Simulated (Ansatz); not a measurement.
# (AlN)2(GaN)2 [0001] superlattice, started as wurtzite: from the cell to its phonons

How does (AlN)2(GaN)2 [0001] superlattice, started as wurtzite vibrate, and is this structure a minimum?

Method: DFT LDA, scalar-relativistic, plane waves, PAW, in Ansatz 0.2.0.

The structure was built from a prototype and need not be the compound's stable phase.

## Step 1: Starting point

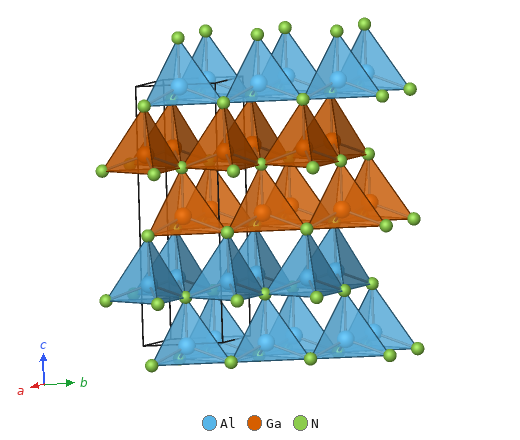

Start, viewed slightly off an axis; aluminium blue, gallium orange, nitrogen green. 2×3×1 cells are drawn. Some periodic images of atoms are drawn too.

Structure file:

```xyz
8
Lattice="3.1500 0.0000 0.0000 -1.5750 2.7280 0.0000 0.0000 0.0000 10.1700" Properties=species:S:1:pos:R:3 pbc="T T T"
Al    0.0000    1.8187    0.0000
Al    1.5750    0.9093    2.5425
Ga    0.0000    1.8187    5.0850
Ga    1.5750    0.9093    7.6275
N     0.0000    1.8187    1.9069
N     1.5750    0.9093    4.4494
N     0.0000    1.8187    6.9919
N     1.5750    0.9093    9.5344
```

## Step 2: Coarse relaxation

A rough relaxation comes first, because large forces or stress need no tight tolerances yet.

input.yaml reads:

```yaml
crystal:
  lattice:
    - [3.15, 0.0, 0.0]
    - [-1.575, 2.72798, 0.0]
    - [0.0, 0.0, 10.17]
  atoms:
    - { symbol: Al, position: [0.333333, 0.666667, 0.0] }
    - { symbol: Al, position: [0.666667, 0.333333, 0.25] }
    - { symbol: Ga, position: [0.333333, 0.666667, 0.5] }
    - { symbol: Ga, position: [0.666667, 0.333333, 0.75] }
    - { symbol: "N", position: [0.333333, 0.666667, 0.1875] }
    - { symbol: "N", position: [0.666667, 0.333333, 0.4375] }
    - { symbol: "N", position: [0.333333, 0.666667, 0.6875] }
    - { symbol: "N", position: [0.666667, 0.333333, 0.9375] }
kpoints:
  mp_grid: { grid: [9, 9, 2] }
hamiltonian:
  xc: lda
scf:
  occupations: { method: gaussian, width: 0.1 }
output:
  forces: true
  stress: true
  eigenvalues: true
relax:
  adjacent_minimum: "off"
  f_tol: 0.05
  max_steps: 80
  cell: { stress_tol: 0.5 }
```

Launch:

```sh
$ ansatz run input.yaml --threads 4 --pin off --max-ram 14336MiB --backend cpu --events-out ev --progress --plain --runs-dir out
```

Numbers of over 12 decimals in the logs are rounded to 6 here.

The program printed:

```text
[...]
atoms:
    - { symbol: Al, position: [0.333333, 0.666667, 0.00165819] }
    - { symbol: Al, position: [0.666667, 0.333333, 0.245694] }
    - { symbol: Ga, position: [0.333333, 0.666667, 0.496600] }
    - { symbol: Ga, position: [0.666667, 0.333333, 0.752309] }
    - { symbol: N, position: [0.333333, 0.666667, 0.188134] }
    - { symbol: N, position: [0.666667, 0.333333, 0.432255] }
    - { symbol: N, position: [0.333333, 0.666667, 0.688560] }
    - { symbol: N, position: [0.666667, 0.333333, 0.944790] }
[key lines of the parts left out:]
SCF converged after 5 iterations
Free energy (F): -9943.855357 eV
Fermi energy:    10.149730 eV
P = ⅓ Tr σ = -0.1205 GPa (-1.205 kbar)
```

Wall time 9.3 s (4 threads of Arm Neoverse V2, shared host); peak memory 0.39 GiB.

Step by step:

| step | energy less that of the first step (eV) | largest force component (eV/Å) | pressure (GPa) | volume (Å³) |
| --- | --- | --- | --- | --- |
| 1 | 0.0000 | 1.1476 | -4.87 | 87.39 |
| 2 | -0.0886 | 0.5447 | -2.38 | 86.18 |
| 3 | -0.1128 | 0.1263 | 0.22 | 85.08 |
| 4 | -0.1136 | 0.0586 | 0.05 | 85.15 |
| 5 | -0.1139 | 0.0094 | 0.03 | 85.16 |
| 6* | -0.1055 | 0.0097 | -0.12 | 85.16 |

Relaxation steps marked * repeat the geometry before them on a plane-wave basis chosen anew for their cell, so energy and pressure can jump there.

Forces are held to the 6 operations that the run works with; a distortion that breaks them can't arise in this run.

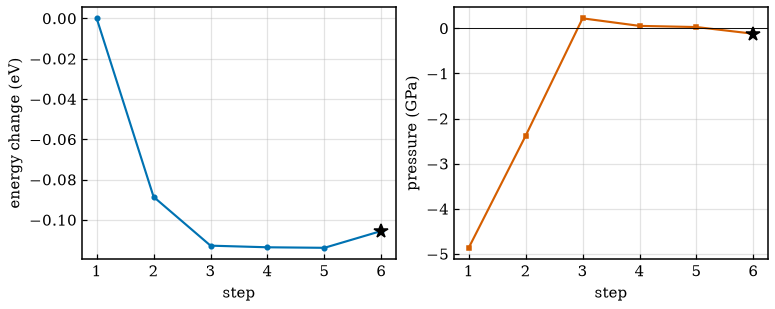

Energy and pressure along the relaxation. Stars mark steps on a basis chosen anew.

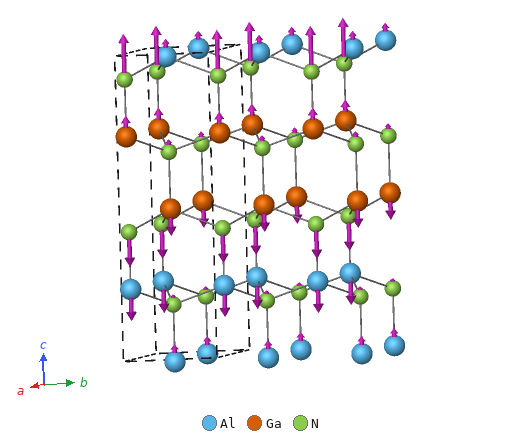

Displacements in the relaxation, exaggerated, measured against the changing cell; the longest in the cell stands for 0.07 Å. 2×3×1 cells are drawn. Some periodic images of atoms are drawn too.

| conventional cell, symmetrised | before | after | change |
| --- | --- | --- | --- |
| a (Å) | 3.150 | 3.121 | -0.9 % |
| b (Å) | 3.150 | 3.121 | -0.9 % |
| c (Å) | 10.170 | 10.098 | -0.7 % |
| volume (Å³/atom) | 10.92 | 10.64 | -2.6 % |

The atoms that moved most (Å, as changes of fractional coordinates times the final cell):

| atom | dx | dy | dz | length |
| --- | --- | --- | --- | --- |
| N8 | 0.000 | 0.000 | 0.074 | 0.074 |
| N6 | 0.000 | 0.000 | -0.053 | 0.053 |
| Al2 | 0.000 | 0.000 | -0.043 | 0.043 |
| Ga3 | 0.000 | 0.000 | -0.034 | 0.034 |
| Ga4 | 0.000 | 0.000 | 0.023 | 0.023 |
| Al1 | 0.000 | 0.000 | 0.017 | 0.017 |
| N7 | 0.000 | 0.000 | 0.011 | 0.011 |
| N5 | 0.000 | 0.000 | 0.006 | 0.006 |

The relaxed structure:

```xyz
8
Lattice="3.1205 0.0000 0.0000 -1.5603 2.7025 0.0000 0.0000 0.0000 10.0978" Properties=species:S:1:pos:R:3 pbc="T T T"
Al    0.0000    1.8016    0.0167
Al    1.5603    0.9008    2.4810
Ga    0.0000    1.8016    5.0146
Ga    1.5603    0.9008    7.5967
N     0.0000    1.8016    1.8997
N     1.5603    0.9008    4.3648
N     0.0000    1.8016    6.9529
N     1.5603    0.9008    9.5403
```

A gap read on the k-mesh alone can miss the band edges.

Numbers from this step:

- pressure: -0.1205 GPa
- gap on the k-mesh: 2.967 eV
- volume per atom: 10.64 Å³
- direct gap on mesh: 2.967 eV

In this step the volume went from 10.92 to 10.64 Å³/atom.

## Step 3: Bringing the structure to rest

The cell and atoms are relaxed, since residual forces and stress would shift the frequencies.

input.yaml reads:

```yaml
crystal:
  lattice:
    - [3.1205257368, 0.0, 0.0]
    - [-1.5602628684, 2.7024545612, 0.0]
    - [0.0, 0.0, 10.0977993704]
  atoms:
    - { symbol: Al, position: [0.3333333333, 0.6666666667, 0.001658186] }
    - { symbol: Al, position: [0.6666666667, 0.3333333333, 0.2456941235] }
    - { symbol: Ga, position: [0.3333333333, 0.6666666667, 0.4965995848] }
    - { symbol: Ga, position: [0.6666666667, 0.3333333333, 0.7523094863] }
    - { symbol: "N", position: [0.3333333333, 0.6666666667, 0.1881343874] }
    - { symbol: "N", position: [0.6666666667, 0.3333333333, 0.4322545552] }
    - { symbol: "N", position: [0.3333333333, 0.6666666667, 0.6885596607] }
    - { symbol: "N", position: [0.6666666667, 0.3333333333, 0.9447900161] }
kpoints:
  mp_grid: { grid: [9, 9, 2] }
hamiltonian:
  xc: lda
scf:
  occupations: { method: gaussian, width: 0.02 }
output:
  forces: true
  stress: true
  eigenvalues: true
relax:
  adjacent_minimum: "off"
  f_tol: 0.005
  max_steps: 80
  cell: { stress_tol: 0.05 }
```

The program printed:

```text
[...]
Crystal: 8 atoms, lattice volume = 85.156 Å³
Basis set: ecut = 420 eV, 1653 PW (Γ)
Bands: 34, of which v1, the nominal top of the filled ones, is band 26 counted from 1 (25 counted from 0)
Symmetry: 6 space group operations
[...]
k-points: 24 of 162 (time reversal used)
[...]
atoms:
    - { symbol: Al, position: [0.333333, 0.666667, 0.00168398] }
    - { symbol: Al, position: [0.666667, 0.333333, 0.245683] }
    - { symbol: Ga, position: [0.333333, 0.666667, 0.496597] }
    - { symbol: Ga, position: [0.666667, 0.333333, 0.752324] }
    - { symbol: N, position: [0.333333, 0.666667, 0.188125] }
    - { symbol: N, position: [0.666667, 0.333333, 0.432195] }
    - { symbol: N, position: [0.333333, 0.666667, 0.688561] }
    - { symbol: N, position: [0.666667, 0.333333, 0.944831] }
[key lines of the parts left out:]
SCF converged after 4 iterations
Free energy (F): -9943.855567 eV
Fermi energy:    10.157739 eV
P = ⅓ Tr σ = -0.0027 GPa (-0.027 kbar)
```

Run time: 6.2 s. Hardware: 4 threads; peak memory 0.4 GiB; 22 s of CPU time.

Little changed from the start: no atom moved by 0.005 Å and no cell edge by 0.1 %.

Numbers from this step:

* pressure: -0.002714 GPa
* gap on the k-mesh: 2.970 eV
* direct gap on mesh: 2.970 eV

In this step the volume went from 10.64 to 10.64 Å³/atom.

## Step 4: Relaxing to small forces for the phonons

Phonons need a cell at rest on their own settings, so the relaxation is repeated with tight tolerances on forces and stress on the k mesh and occupations of the first response run.

input.yaml reads:

```yaml
crystal:
  lattice:
    - [3.1197346043, 0.0, 0.0]
    - [-1.5598673021, 2.7017694204, 0.0]
    - [0.0, 0.0, 10.0972121685]
  atoms:
    - { symbol: Al, position: [0.3333333333, 0.6666666667, 0.0016839804] }
    - { symbol: Al, position: [0.6666666667, 0.3333333333, 0.2456833048] }
    - { symbol: Ga, position: [0.3333333333, 0.6666666667, 0.4965970347] }
    - { symbol: Ga, position: [0.6666666667, 0.3333333333, 0.7523237246] }
    - { symbol: "N", position: [0.3333333333, 0.6666666667, 0.1881245005] }
    - { symbol: "N", position: [0.6666666667, 0.3333333333, 0.432194973] }
    - { symbol: "N", position: [0.3333333333, 0.6666666667, 0.6885611609] }
    - { symbol: "N", position: [0.6666666667, 0.3333333333, 0.9448313211] }
kpoints:
  mp_grid: { grid: [9, 9, 2] }
hamiltonian:
  xc: lda
scf:
  occupations: { method: fixed }
output:
  forces: true
  stress: true
  eigenvalues: true
relax:
  adjacent_minimum: "off"
  f_tol: 0.001
  max_steps: 60
  cell: { stress_tol: 0.01 }
```

The program printed:

```text
[...]
Crystal: 8 atoms, lattice volume = 85.107 Å³
Basis set: ecut = 420 eV, 1653 PW (Γ)
Bands: 34, of which v1, the nominal top of the filled ones, is band 26 counted from 1 (25 counted from 0)
Symmetry: 6 space group operations
[...]
k-points: 24 of 162 (time reversal used)
[...]
- { symbol: Al, position: [0.333333, 0.666667, 0.0016839804] }
    - { symbol: Al, position: [0.666667, 0.333333, 0.245683] }
    - { symbol: Ga, position: [0.333333, 0.666667, 0.496597] }
    - { symbol: Ga, position: [0.666667, 0.333333, 0.752324] }
    - { symbol: N, position: [0.333333, 0.666667, 0.1881245005] }
    - { symbol: N, position: [0.666667, 0.333333, 0.432194973] }
    - { symbol: N, position: [0.333333, 0.666667, 0.6885611609] }
    - { symbol: N, position: [0.666667, 0.333333, 0.944831] }
[key lines of the parts left out:]
SCF converged after 6 iterations
Free energy (F): -9943.855567 eV
Fermi energy:    8.672838 eV
P = ⅓ Tr σ = -0.0027 GPa (-0.027 kbar)
```

It took 3.5 s on 4 threads; peak memory 0.38 GiB.

Little changed from the start: no atom moved by 0.005 Å and no cell edge by 0.1 %.

The largest force component left is 0.76 meV/Å and the pressure is -0.003 GPa, within the tolerances set. The cell now holds 10.64 Å³/atom.

(Continued in part 2 of 2.)

[Logs are printed without paths, hosts, clocks, repeated set-up lines and the standing remarks that a program may print on its own settings, such as how far it seeks lower states.]

[Hosts, paths, dates, database ids (printed as entryN), source tags and the programs' standing remarks are cut or masked in the printed files.]
